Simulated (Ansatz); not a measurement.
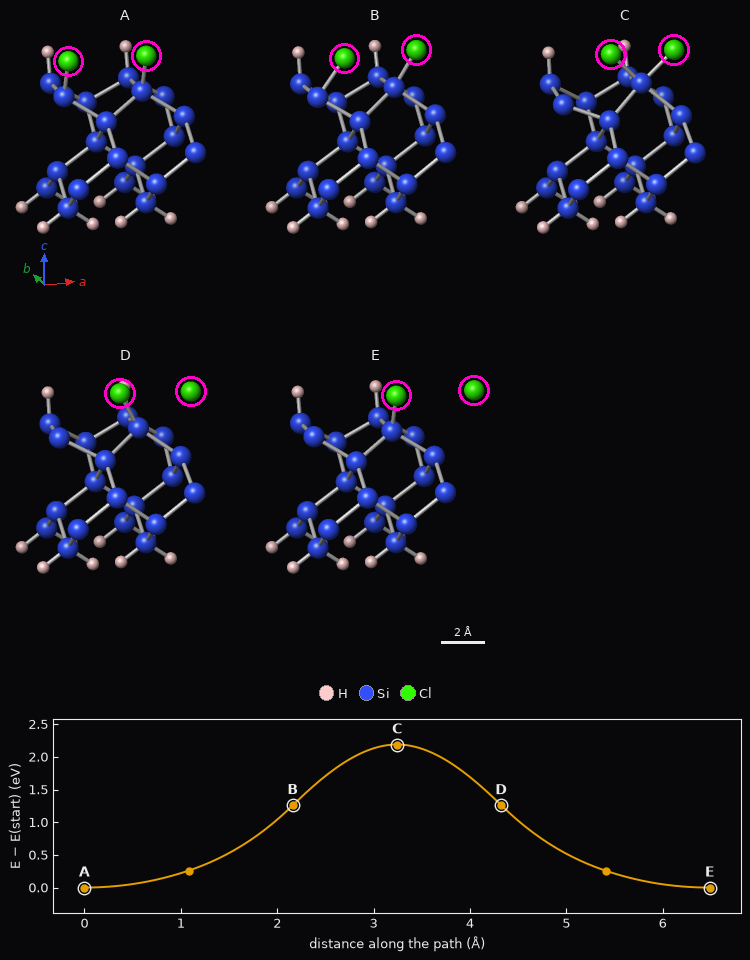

A search for the minimum-energy path of Cl2 on Si(100)-2x1, partly H-covered, underside capped with H (32 atoms in the cell) by the nudged elastic band. Images are numbered from 0 (start) to 6 (end). Frames A to E are images 0, 2, 3, 4, 6. A ball-and-stick model of the simulation cell, with the vacuum cut short (origin moved), seen slightly off an axis. The atoms that move most are ringed. Bonds to atoms that aren't drawn are left out.

The calculation used Ansatz 0.2.0, DFT PBE, scalar-relativistic, plane waves, PAW. Run with plane-wave cutoff 420 eV; k-point mesh 2 × 2 × 1; Fermi-Dirac smearing 0.02 eV; 12 atoms held fixed; 5 movable images; climbing image; force threshold 0.03 eV/Å; iteration limit 29; spring constant 1.0 eV/Å²; starting path by straight interpolation.

Q: Read off the barrier and say what moves.

A: A Cl atom travels furthest, 3.84 Å from end to end, on a path that bends up to 0.67 Å away from the straight line. It doesn't move alone: Cl (3.84 Å) moves with it. Breaking: 2 Cl–Si (2.09 → 4.37–4.38 Å). Forming: 2 Cl–Si (4.36–4.37 → 2.09 Å). The barrier is about 2.19 eV in both directions, with image 3 at the top; the ends have the same energy. The band converged in 19 iterations. The largest component of the band force went from 1.3 to 0.008 eV/Å. The climbing image converged on the top of the path. A check of its curvatures didn't confirm a first-order saddle.

Limits of the set-up: the periodic images lie only 7.7 Å apart, so the values are limited by the cell's size.

PAW datasets: the set soft_1.
